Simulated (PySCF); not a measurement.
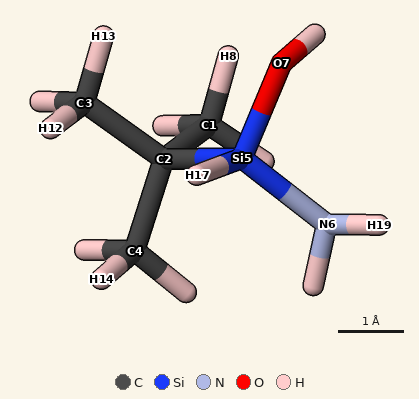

Figure 1. The input geometry (stick view, seen at a tilt; atoms are numbered from 1 in the order of the input).

Geometry relaxation, with input and output: C₄H₁₃NOSi

- system: C₄H₁₃NOSi
- method: PBE0-D3(BJ)/def2-SVP geometry optimisation, gas phase (PySCF 2.14.0)

It belongs to a series of runs on one base structure; here: constitutional isomer.

**The program's output**
```
step   0  E = -579.04508997  max force = 0.042856
step   1  E = -579.05169097  max force = 0.009828
step   2  E = -579.05216158  max force = 0.002203
step   3  E = -579.05223971  max force = 0.000949
step   4  E = -579.05229141  max force = 0.001733
step   5  E = -579.05238221  max force = 0.002341
step   6  E = -579.05246006  max force = 0.001575
step   7  E = -579.05252365  max force = 0.000764
step   8  E = -579.05254444  max force = 0.000478
step   9  E = -579.05255475  max force = 0.000537
step  10  E = -579.05256356  max force = 0.000476
step  11  E = -579.05256692  max force = 0.000445
optimisation converged
```

**Trajectory as extended XYZ (Å, eV, eV/Å), 5 of the 12 frames kept, from step=0 to step=11**
```
20
Properties=species:S:1:pos:R:3:forces:R:3 step=0 energy=-15756.61947
C    -0.6103   -0.2911   -1.5763   -1.1240   2.2038   0.2806
C    -0.5269    0.0303   -0.0860    0.1680   0.4108  -0.1260
C    -1.4438    1.2230    0.2343    1.3676  -0.0245   0.5479
C    -0.9894   -1.1791    0.6915   -1.2639   0.3350   0.3233
Si    1.2838    0.4435    0.3854   -0.8539  -0.3207   0.2085
N     2.2191   -0.9507    0.0228    0.0121  -0.3289  -0.0085
O     1.9230    1.6948   -0.4432    0.3235   1.0456   0.0365
H    -0.3254    0.6074   -2.1757   -0.0658  -0.4498   0.1066
H     0.0100   -1.0938   -1.8360    1.2018  -1.5757  -0.6028
H    -1.6599   -0.5255   -1.8336    0.0904  -0.0756  -0.1022
H    -2.4622    1.0168   -0.0420   -0.9439  -0.2342  -0.2401
H    -1.4055    1.4390    1.3164   -0.1409   0.0787  -0.0703
H    -1.1182    2.1277   -0.2921    0.0360   0.1614  -0.0933
H    -0.9513   -1.0134    1.7739    0.1896  -0.0557   0.2780
H    -0.4534   -2.0795    0.4372    0.4485  -0.6831  -0.1266
H    -2.0706   -1.3641    0.4733    0.3873  -0.0681  -0.0017
H     1.3744    1.0046    1.7488   -0.1323  -0.1278   0.4618
H     1.9366   -1.8321    0.4270   -0.0954  -0.2645   0.0063
H     3.2233   -0.8740    0.0793    0.3234   0.0722   0.0156
H     1.9956    1.6316   -1.3835    0.0718  -0.0989  -0.8937
20
Properties=species:S:1:pos:R:3:forces:R:3 step=3 energy=-15756.81402
C    -0.7764   -0.0993   -1.2918   -0.0182   0.0316   0.0050
C    -0.7097    0.1989    0.2081   -0.0131  -0.0286   0.0049
C    -1.5619    1.4267    0.5389    0.0148   0.0061   0.0078
C    -1.2061   -1.0093    1.0069   -0.0082   0.0177   0.0050
Si    1.0807    0.5893    0.6910   -0.0015  -0.0264   0.0160
N     2.0456   -0.8097    0.3449    0.0052   0.0243   0.0190
O     1.7111    1.8753   -0.1648   -0.0238   0.0488  -0.0131
H    -0.4500    0.7675   -1.8905   -0.0043  -0.0038   0.0041
H    -0.1370   -0.9520   -1.5642    0.0244  -0.0327  -0.0077
H    -1.8107   -0.3356   -1.5994    0.0017   0.0057   0.0022
H    -2.6158    1.2574    0.2571   -0.0165  -0.0030  -0.0084
H    -1.5398    1.6601    1.6159   -0.0025  -0.0002  -0.0044
H    -1.2077    2.3197   -0.0005    0.0031   0.0009   0.0052
H    -1.1297   -0.8423    2.0944    0.0008  -0.0032  -0.0030
H    -0.6445   -1.9262    0.7645    0.0044  -0.0107  -0.0039
H    -2.2679   -1.2149    0.7812    0.0044   0.0037   0.0039
H     1.1104    1.0769    2.1045    0.0088  -0.0003   0.0003
H     1.7199   -1.7234    0.6418   -0.0091  -0.0013  -0.0273
H     3.0500   -0.7426    0.4758    0.0012  -0.0098   0.0119
H     1.7948    1.7297   -1.1117    0.0285  -0.0190  -0.0173
20
Properties=species:S:1:pos:R:3:forces:R:3 step=6 energy=-15756.82002
C    -0.7753   -0.1230   -1.2886   -0.0732   0.0810   0.0236
C    -0.7148    0.1857    0.2094    0.0200   0.0343   0.0203
C    -1.5766    1.4115    0.5276    0.0209  -0.0016   0.0009
C    -1.1986   -1.0174    1.0218    0.0092   0.0120   0.0098
Si    1.0667    0.6232    0.6885    0.0132   0.0558  -0.0491
N     2.0565   -0.7585    0.3585    0.0406   0.0002   0.0205
O     1.6743    1.9113   -0.1899   -0.0318  -0.0609  -0.0114
H    -0.4559    0.7460   -1.8872    0.0257  -0.0141  -0.0037
H    -0.1310   -0.9729   -1.5565    0.0267  -0.0412  -0.0214
H    -1.8089   -0.3629   -1.5959    0.0081  -0.0253   0.0003
H    -2.6252    1.2430    0.2254   -0.0093  -0.0042  -0.0026
H    -1.5730    1.6417    1.6054   -0.0113  -0.0053   0.0011
H    -1.2107    2.3065   -0.0007   -0.0132  -0.0016  -0.0089
H    -1.1065   -0.8444    2.1072   -0.0020   0.0008  -0.0024
H    -0.6387   -1.9355    0.7789   -0.0039  -0.0052  -0.0015
H    -2.2632   -1.2249    0.8133   -0.0030  -0.0054  -0.0052
H     1.0840    1.1444    2.0896    0.0073  -0.0332   0.0127
H     1.6979   -1.6908    0.5317   -0.0147   0.0039  -0.0082
H     3.0501   -0.7217    0.5607   -0.0067  -0.0079   0.0114
H     1.9040    1.6849   -1.0972   -0.0025   0.0179   0.0138
20
Properties=species:S:1:pos:R:3:forces:R:3 step=8 energy=-15756.82231
C    -0.7754   -0.1330   -1.2854    0.0162  -0.0246  -0.0039
C    -0.7126    0.1872    0.2101    0.0021   0.0106  -0.0046
C    -1.5871    1.4063    0.5188   -0.0094  -0.0020  -0.0059
C    -1.1885   -1.0127    1.0319   -0.0027  -0.0092  -0.0002
Si    1.0670    0.6378    0.6824   -0.0007   0.0001   0.0000
N     2.0655   -0.7404    0.3652    0.0090   0.0012  -0.0077
O     1.6549    1.9278   -0.2040    0.0007  -0.0120   0.0092
H    -0.4526    0.7282   -1.8928   -0.0020   0.0019  -0.0011
H    -0.1296   -0.9864   -1.5484   -0.0113   0.0129   0.0049
H    -1.8073   -0.3827   -1.5903   -0.0016   0.0030  -0.0003
H    -2.6321    1.2230    0.2109    0.0044  -0.0004   0.0043
H    -1.5949    1.6401    1.5956    0.0040   0.0026   0.0001
H    -1.2313    2.3030   -0.0134    0.0004  -0.0014  -0.0017
H    -1.0926   -0.8333    2.1157   -0.0007   0.0016   0.0009
H    -0.6279   -1.9315    0.7922    0.0013   0.0041   0.0039
H    -2.2533   -1.2251    0.8283    0.0006  -0.0006  -0.0011
H     1.0859    1.1489    2.0872    0.0053   0.0051  -0.0024
H     1.6845   -1.6731    0.4757   -0.0044   0.0012  -0.0027
H     3.0482   -0.7276    0.6161   -0.0026  -0.0024   0.0093
H     1.9342    1.6898   -1.0938   -0.0086   0.0084  -0.0010
20
Properties=species:S:1:pos:R:3:forces:R:3 step=11 energy=-15756.82292
C    -0.7677   -0.1563   -1.2815    0.0020  -0.0006   0.0017
C    -0.7091    0.1846    0.2099   -0.0045  -0.0191  -0.0001
C    -1.5898    1.4036    0.4995    0.0035   0.0036  -0.0008
C    -1.1841   -1.0066    1.0458   -0.0022   0.0073  -0.0008
Si    1.0680    0.6441    0.6846   -0.0057  -0.0146   0.0082
N     2.0729   -0.7274    0.3572   -0.0075   0.0048   0.0022
O     1.6377    1.9514   -0.1858    0.0132   0.0229   0.0003
H    -0.4410    0.6953   -1.9004   -0.0029   0.0004   0.0002
H    -0.1246   -1.0148   -1.5319    0.0026  -0.0026  -0.0002
H    -1.7995   -0.4072   -1.5856   -0.0005   0.0030  -0.0006
H    -2.6349    1.2077    0.2007   -0.0025  -0.0007   0.0000
H    -1.5935    1.6580    1.5718    0.0013   0.0018  -0.0009
H    -1.2415    2.2918   -0.0512    0.0006   0.0004   0.0005
H    -1.0997   -0.8088    2.1273   -0.0012   0.0002  -0.0005
H    -0.6137   -1.9246    0.8278    0.0024  -0.0010   0.0014
H    -2.2452   -1.2304    0.8352    0.0011   0.0000  -0.0001
H     1.0918    1.1401    2.0943   -0.0030   0.0021  -0.0010
H     1.6776   -1.6588    0.4175    0.0036  -0.0010  -0.0024
H     3.0434   -0.7348    0.6513    0.0018   0.0004  -0.0018
H     1.9078    1.7391   -1.0845   -0.0022  -0.0075  -0.0055
```

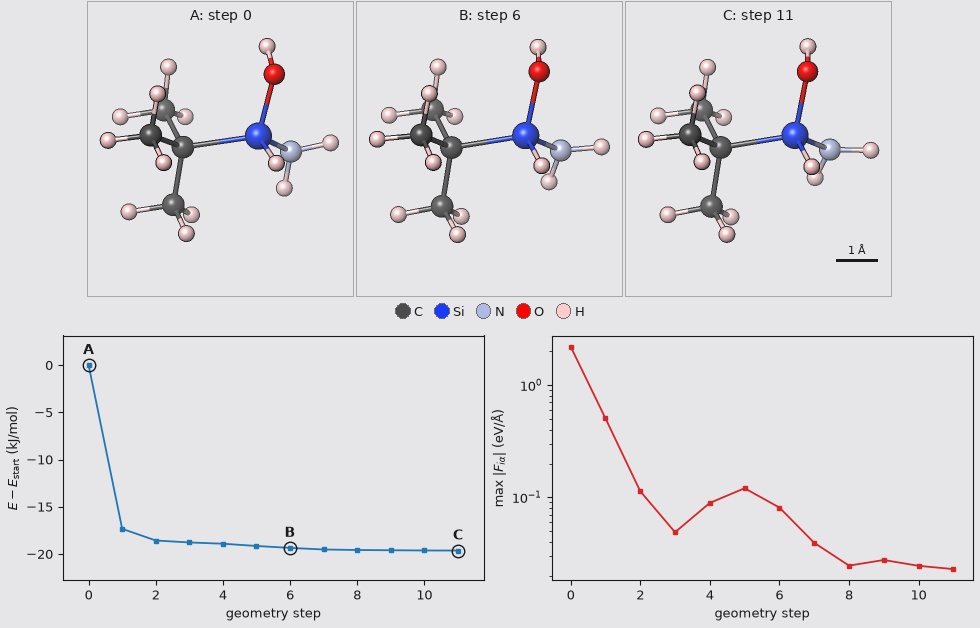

Figure 2. Frames of the relaxation (ball-and-stick view, seen at a tilt) above the curves, on which the letters mark them (steps are counted from 0).

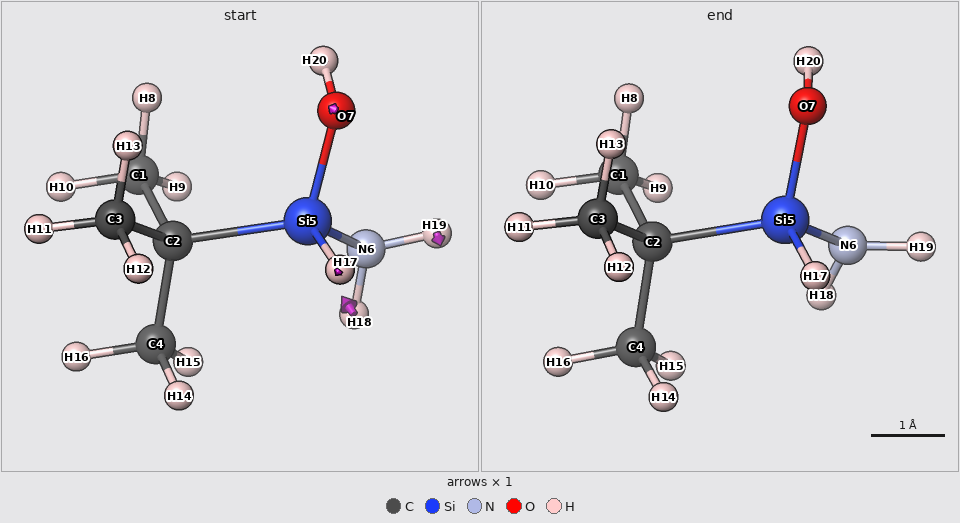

Figure 3. Before (left) and after (right) the relaxation, at one scale (ball-and-stick view, seen at a tilt). The pink arrows give the displacements, at true length. H18 moves most after the best rigid fit: 0.37 Å. By element the largest moves are H 0.37 Å, O 0.15 Å, N 0.06 Å, C 0.05 Å, Si 0.05 Å. Distances before and after: C1–H9 1.047 → 1.101 Å, Si5–O7 1.631 → 1.671 Å, C3–H11 1.075 → 1.104 Å, C2–C4 1.510 → 1.531 Å. Among the angles that change: Si5–O7–H20 119.0° → 114.2°, O7–Si5–H17 98.8° → 103.1°, C3–C2–Si5 110.2° → 107.4°. Over 11 geometry steps the energy falls by 19.6 kJ/mol. Largest force component: 2.2 eV/Å at the start, 0.023 eV/Å at the end. (Atoms are counted from 1 in the order of the input.)

This output came from the following input.

**Input**
```
{"job": {"xc": "PBE0", "basis": "def2-SVP", "d3": "d3bj", "grid": 1, "shake": 0.01, "kind": "geom"}, "charge": 0, "multiplicity": 1}
C     -0.610340    -0.291140    -1.576340
C     -0.526870     0.030260    -0.085970
C     -1.443770     1.222990     0.234330
C     -0.989380    -1.179090     0.691520
Si     1.283800     0.443500     0.385360
N      2.219100    -0.950680     0.022850
O      1.923030     1.694780    -0.443220
H     -0.325360     0.607420    -2.175700
H      0.009950    -1.093850    -1.836040
H     -1.659890    -0.525490    -1.833640
H     -2.462240     1.016840    -0.041980
H     -1.405500     1.439030     1.316450
H     -1.118170     2.127660    -0.292080
H     -0.951250    -1.013360     1.773870
H     -0.453430    -2.079500     0.437230
H     -2.070600    -1.364140     0.473340
H      1.374430     1.004610     1.748820
H      1.936560    -1.832070     0.426990
H      3.223320    -0.874000     0.079250
H      1.995590     1.631620    -1.383460
```

The first line tells a small driver script what to run in PySCF; the rest is the geometry in Å.

Command:
```bash
OMP_NUM_THREADS=1 python <driver script> task.json out
```

**Summary**

```tsv
quantity	value
outcome	converged
total energy	−579.052567 hartree
dipole moment	2.12 D
point group	C1
hardware	1 CPU thread, shared host
wall time	2.7 min
peak memory	0.72 GiB
```
